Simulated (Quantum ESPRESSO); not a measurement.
## C (Diamond): zone-centre phonons

Aim: the zone-centre modes of C (Diamond).

Main program and level: Quantum ESPRESSO 7.5; DFT PBE, scalar-relativistic, plane waves, PseudoDojo norm-conserving pseudopotentials.

## 1. Set-up

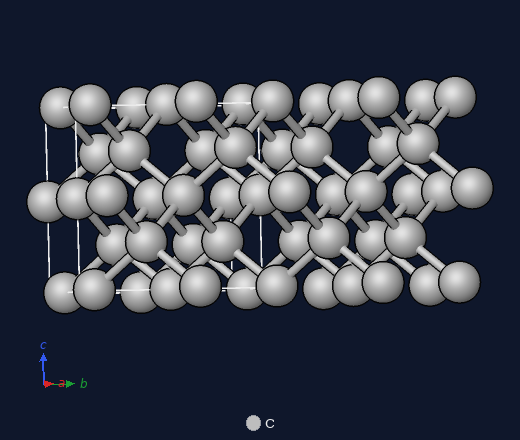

The cell as given, slightly off an axis (carbon light grey). 2×2×1 cells are drawn. This picture shows the conventional cell, with its axes. Some periodic images of atoms are drawn too.

Coordinates:

```
CELL_PARAMETERS angstrom
-1.78337 0.00000 1.78337
0.00000 1.78337 1.78337
-1.78337 1.78337 0.00000
ATOMIC_POSITIONS crystal
C 0.50000 0.50000 0.50000
C 0.25000 0.25000 0.25000
```

## 2. A probe with smearing

A cheap run with smearing and empty bands tells whether the crystal has a gap, which decides between fixed occupations and smearing later on.

The input, probe.in:

```
&CONTROL
  calculation = 'scf'
  prefix      = 'x'
  outdir      = './tmp'
  pseudo_dir  = './pseudo'
  tprnfor     = .true.
  tstress     = .true.
  verbosity   = 'high'
/
&SYSTEM
  ibrav       = 2
  celldm(1)   = 6.74016176
  nat         = 2
  ntyp        = 1
  ecutwfc     = 90.0
  occupations = 'smearing'
  smearing    = 'gaussian'
  degauss     = 0.01
/
&ELECTRONS
  conv_thr         = 1.0d-07
  mixing_beta      = 0.7
  electron_maxstep = 100
/
ATOMIC_SPECIES
 C      12.0110  C.upf
ATOMIC_POSITIONS crystal
 C      0.500000000   0.500000000   0.500000000
 C      0.250000000   0.250000000   0.250000000
K_POINTS automatic
 8 8 8 0 0 0
```

Command:

```sh
$ OMP_NUM_THREADS=1 mpirun -n 4 pw.x -nk 4 -in probe.in > probe.out
```

The log of the run:

```text
[banners, grids, parts of the stress and lines that vanish by symmetry left out]
Program PWSCF v.7.5
     bravais-lattice index     =            2
     lattice parameter (alat)  =       6.7402  a.u.
[...]
kinetic-energy cutoff     =      90.0000  Ry
     charge density cutoff     =     360.0000  Ry
     scf convergence threshold =      1.0E-07
[...]
Exchange-correlation= PBE
                           (   1   4   3   4   0   0   0)
[...]
48 Sym. Ops., with inversion, found (24 have fractional translation)
[...]
(     0          1          0      )
                  (     0          0          1      )
[...]
(  0.0000000  1.0000000  0.0000000 )
                  (  0.0000000  0.0000000  1.0000000 )
[...]
(     1          0         -1      )
                  (     0          0         -1      )
[...]
(     0          1         -1      )       (  0.2500000 )
                  (     0          1          0      )       (  0.2500000 )
[...]
( -1.0000000  0.0000000  0.0000000 )       (  0.2500000 )
                  (  0.0000000  1.0000000  0.0000000 )       (  0.2500000 )
[...]
number of k points=    29  Gaussian smearing, width (Ry)=  0.0100
[...]
End of self-consistent calculation
[...]
the Fermi energy is    16.1484 ev
!    total energy              =     -24.07575543 Ry
[...]
convergence has been achieved in   5 iterations
[...]
atom    1 type  1   force =     0.00000000    0.00000000   -0.00000000
     atom    2 type  1   force =    -0.00000000   -0.00000000    0.00000000
[...]
Total force =     0.000000     Total SCF correction =     0.000000
[...]
total   stress  (Ry/bohr**3)                   (kbar)     P=       20.60
[...]
XML data file, charge density, pseudopotentials, collected wavefunctions

   JOB DONE.
```

Run time: 1.3 s. Hardware: 4 MPI ranks of Arm Neoverse V2, shared host.

Numbers from this step:

```yaml
volume_per_atom: 5.672 Å³
pressure: 2.06 GPa
gap_on_the_k_mesh: 4.189 eV
```

A gap of 4.2 eV opens on this mesh, so the crystal is taken as an insulator; the start stands at 2.1 GPa.

## 3. Relaxation

The relaxation runs at a cutoff a fifth above that of the response, since stress converges more slowly with the basis than frequencies do. Forces and stress are brought to rest with tight thresholds.

The input, relax.in:

```
&CONTROL
  calculation   = 'vc-relax'
  prefix        = 'x'
  outdir        = './tmp'
  pseudo_dir    = './pseudo'
  tprnfor       = .true.
  tstress       = .true.
  forc_conv_thr = 2.0d-05
  etot_conv_thr = 1.0d-07
  nstep         = 40
/
&SYSTEM
  ibrav       = 2
  celldm(1)   = 6.74016176
  nat         = 2
  ntyp        = 1
  ecutwfc     = 108
  occupations = 'fixed'
  nbnd        = 6
/
&ELECTRONS
  conv_thr         = 1.0d-11
  mixing_beta      = 0.7
  electron_maxstep = 100
/
&IONS
/
&CELL
  press_conv_thr = 0.2
/
ATOMIC_SPECIES
 C      12.0110  C.upf
ATOMIC_POSITIONS crystal
 C      0.500000000   0.500000000   0.500000000
 C      0.250000000   0.250000000   0.250000000
K_POINTS automatic
 12 12 12 0 0 0
```

Command:

```sh
$ OMP_NUM_THREADS=1 mpirun -n 4 pw.x -nk 4 -in relax.in > relax.out
```

The log of the run:

```text
[banners, grids, parts of the stress and lines that vanish by symmetry left out]
[banner, memory and clock lines left out]
Program PWSCF v.7.5

[...]
kinetic-energy cutoff     =     108.0000  Ry
     charge density cutoff     =     432.0000  Ry
     scf convergence threshold =      1.0E-11
[...]
energy convergence thresh.=      1.0E-07
     force convergence thresh. =      2.0E-05
     press convergence thresh. =      2.0E-01
     Exchange-correlation= PBE
                           (   1   4   3   4   0   0   0)
[...]
48 Sym. Ops., with inversion, found (24 have fractional translation)
[...]
number of k points=    72
[...]
c_bands:  1 eigenvalues not converged
[...]
End of self-consistent calculation
[...]
highest occupied, lowest unoccupied level (ev):    13.3587   17.5651
!    total energy              =     -24.07582326 Ry
[...]
convergence has been achieved in   8 iterations
[...]
atom    1 type  1   force =    -0.00000000   -0.00000000    0.00000000
     atom    2 type  1   force =     0.00000000    0.00000000   -0.00000000
     Total force =     0.000000     Total SCF correction =     0.000000
[...]
total   stress  (Ry/bohr**3)                   (kbar)     P=       20.49
[...]
number of bfgs steps    =   0
[...]
CELL_PARAMETERS (alat=  6.74016176)
[...]
ATOMIC_POSITIONS (crystal)
C                0.5000000000        0.5000000000        0.5000000000
C                0.2500000000        0.2500000000        0.2500000000
[...]
New effective cutoffs (rho, wfc):  424.59  107.25
[...]
End of self-consistent calculation
[...]
highest occupied, lowest unoccupied level (ev):    13.1709   17.3526
!    total energy              =     -24.07581125 Ry
[...]
convergence has been achieved in   5 iterations
[...]
atom    1 type  1   force =    -0.00000000   -0.00000000   -0.00000000
     atom    2 type  1   force =     0.00000000    0.00000000    0.00000000
     Total force =     0.000000     Total SCF correction =     0.000000
[...]
total   stress  (Ry/bohr**3)                   (kbar)     P=      -24.52
[...]
number of bfgs steps    =   1
[...]
CELL_PARAMETERS (alat=  6.74016176)
[...]
ATOMIC_POSITIONS (crystal)
C                0.5000000000        0.5000000000        0.5000000000
C                0.2500000000        0.2500000000        0.2500000000
[...]
New effective cutoffs (rho, wfc):  426.21  107.66
[...]
End of self-consistent calculation
[...]
highest occupied, lowest unoccupied level (ev):    13.2737   17.4689
!    total energy              =     -24.07584826 Ry
[...]
convergence has been achieved in   5 iterations
[...]
atom    1 type  1   force =    -0.00000000   -0.00000000    0.00000000
     atom    2 type  1   force =     0.00000000    0.00000000    0.00000000
     Total force =     0.000000     Total SCF correction =     0.000000
[...]
total   stress  (Ry/bohr**3)                   (kbar)     P=       -0.06
[...]
number of bfgs steps    =   1
[...]
small trust_radius: resetting bfgs history
[...]
CELL_PARAMETERS (alat=  6.74016176)
[...]
ATOMIC_POSITIONS (crystal)
C                0.5000000000        0.5000000000        0.5000000000
C                0.2500000000        0.2500000000        0.2500000000
[...]
New effective cutoffs (rho, wfc):  426.22  107.66
[...]
End of self-consistent calculation
[...]
highest occupied, lowest unoccupied level (ev):    13.2743   17.4695
!    total energy              =     -24.07584826 Ry
[...]
convergence has been achieved in   3 iterations
[...]
atom    1 type  1   force =    -0.00000000   -0.00000000    0.00000000
     atom    2 type  1   force =     0.00000000    0.00000000   -0.00000000
     Total force =     0.000000     Total SCF correction =     0.000000
[...]
total   stress  (Ry/bohr**3)                   (kbar)     P=        0.07
[...]
bfgs converged in   4 scf cycles and   2 bfgs steps
[...]
End of BFGS Geometry Optimization
     Final enthalpy           =     -24.0758482618 Ry
     File ./tmp/x.bfgs deleted, as requested
[...]
CELL_PARAMETERS (alat=  6.74016176)
[...]
ATOMIC_POSITIONS (crystal)
C                0.5000000000        0.5000000000        0.5000000000
C                0.2500000000        0.2500000000        0.2500000000
[...]
Final scf calculation at the relaxed structure.
[...]
kinetic-energy cutoff     =     108.0000  Ry
     charge density cutoff     =     432.0000  Ry
     scf convergence threshold =      1.0E-13
[...]
press convergence thresh. =      2.0E-01
     Exchange-correlation= PBE
                           (   1   4   3   4   0   0   0)
[...]
48 Sym. Ops., with inversion, found (24 have fractional translation)
[...]
number of k points=    72
[...]
c_bands:  1 eigenvalues not converged
     c_bands:  1 eigenvalues not converged
     c_bands:  1 eigenvalues not converged
[...]
c_bands:  1 eigenvalues not converged
[...]
c_bands:  1 eigenvalues not converged
[...]
End of self-consistent calculation
[...]
highest occupied, lowest unoccupied level (ev):    13.2743   17.4695
!    total energy              =     -24.07584852 Ry
[...]
convergence has been achieved in   9 iterations
[...]
atom    1 type  1   force =     0.00000000    0.00000000   -0.00000000
     atom    2 type  1   force =     0.00000000   -0.00000000   -0.00000000
     Total force =     0.000000     Total SCF correction =     0.000000
[...]
total   stress  (Ry/bohr**3)                   (kbar)     P=        0.07
[...]
XML data file, charge density, pseudopotentials, collected wavefunctions
```

Wall time 6.3 s (4 MPI ranks).

Relaxation path:

```
step  energy less that of the first step (eV)  largest force (eV/Å)  pressure (GPa)  volume (Å³)
   1                                   0.0000                0.0000            2.05        11.34
   2                                   0.0002                0.0000           -2.45        11.46
   3                                  -0.0003                0.0000           -0.01        11.40
   4                                  -0.0003                0.0000            0.01        11.40
   5                                  -0.0003                0.0000            0.01        11.40
```

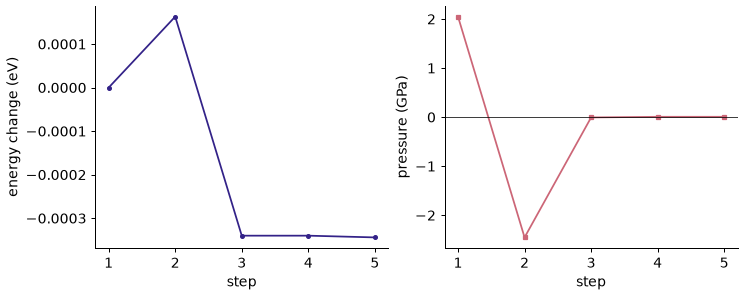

Energy and pressure along the relaxation.

```
conventional cell, symmetrised  before  after  change
                         a (Å)   3.567  3.572  +0.2 %
                         b (Å)   3.567  3.572  +0.2 %
                         c (Å)   3.567  3.572  +0.2 %
              volume (Å³/atom)    5.67   5.70  +0.5 %
```

The relaxed structure:

```cif
data_structure
_symmetry_space_group_name_H-M 'P 1'
_symmetry_Int_Tables_number 1
_cell_length_a 2.5260
_cell_length_b 2.5260
_cell_length_c 2.5260
_cell_angle_alpha 60.000
_cell_angle_beta 60.000
_cell_angle_gamma 60.000
_cell_volume 11.40
loop_
_atom_site_label
_atom_site_type_symbol
_atom_site_fract_x
_atom_site_fract_y
_atom_site_fract_z
_atom_site_occupancy
C1 C 0.50000 0.50000 0.50000 1
C2 C 0.25000 0.25000 0.25000 1
```

The last row of the table of steps is pw.x's closing run on a basis chosen anew for the final cell, so its energy can jump.

This step gave:

* volume per atom: 5.698 Å³
* pressure: 0.007000 GPa
* gap on the k-mesh: 4.195 eV

The volume changes by +0.5 % from the cell with which this run began.

## 4. Ground state

The response is built on this ground state, so it is converged far tighter than an energy would need. With a gap, occupations are fixed, which also allows the response to an electric field.

The input, scf.in:

```
&CONTROL
  calculation = 'scf'
  prefix      = 'x'
  outdir      = './tmp'
  pseudo_dir  = './pseudo'
  tprnfor     = .true.
  tstress     = .true.
/
&SYSTEM
  ibrav       = 2
  celldm(1)   = 6.75068488
  nat         = 2
  ntyp        = 1
  ecutwfc     = 90.0
  occupations = 'fixed'
  nbnd        = 6
/
&ELECTRONS
  conv_thr         = 1.0d-12
  mixing_beta      = 0.7
  electron_maxstep = 100
/
ATOMIC_SPECIES
 C      12.0110  C.upf
ATOMIC_POSITIONS crystal
 C      0.500000000   0.500000000   0.500000000
 C      0.250000000   0.250000000   0.250000000
K_POINTS automatic
 12 12 12 0 0 0
```

Command:

```sh
$ OMP_NUM_THREADS=1 mpirun -n 4 pw.x -nk 4 -in scf.in > scf.out
```

The log of the run:

```text
[banners, grids, parts of the stress and lines that vanish by symmetry left out]
[banner, memory and clock lines left out]
Program PWSCF v.7.5

[...]
kinetic-energy cutoff     =      90.0000  Ry
     charge density cutoff     =     360.0000  Ry
     scf convergence threshold =      1.0E-12
[...]
Exchange-correlation= PBE
                           (   1   4   3   4   0   0   0)
[...]
48 Sym. Ops., with inversion, found (24 have fractional translation)
[...]
number of k points=    72
[...]
c_bands:  1 eigenvalues not converged
[...]
End of self-consistent calculation
[...]
highest occupied, lowest unoccupied level (ev):    13.2743   17.4695
!    total energy              =     -24.07583908 Ry
[...]
convergence has been achieved in   9 iterations
[...]
atom    1 type  1   force =    -0.00000000   -0.00000000    0.00000000
     atom    2 type  1   force =     0.00000000    0.00000000   -0.00000000
     Total force =     0.000000     Total SCF correction =     0.000000
[...]
total   stress  (Ry/bohr**3)                   (kbar)     P=       -0.01
[...]
XML data file, charge density, pseudopotentials, collected wavefunctions
```

Run time: 2.1 s. Hardware: 4 MPI ranks; 7.9 s of CPU time.

Read from the output:

| Quantity | Value |
| --- | --- |
| pressure | -0.001 GPa |

The cell stands at -0.001 GPa, close enough for phonons.

[end of part 1 of 4]

[Host names and launcher messages were left out of these logs when they were recorded.]

[Logs are printed without paths, hosts, clocks, repeated set-up lines and the standing remarks that a program may print on its own settings, such as how far it seeks lower states.]

[Hosts, paths, dates, database ids (printed as entryN), source tags and the programs' standing remarks are cut or masked in the printed files.]
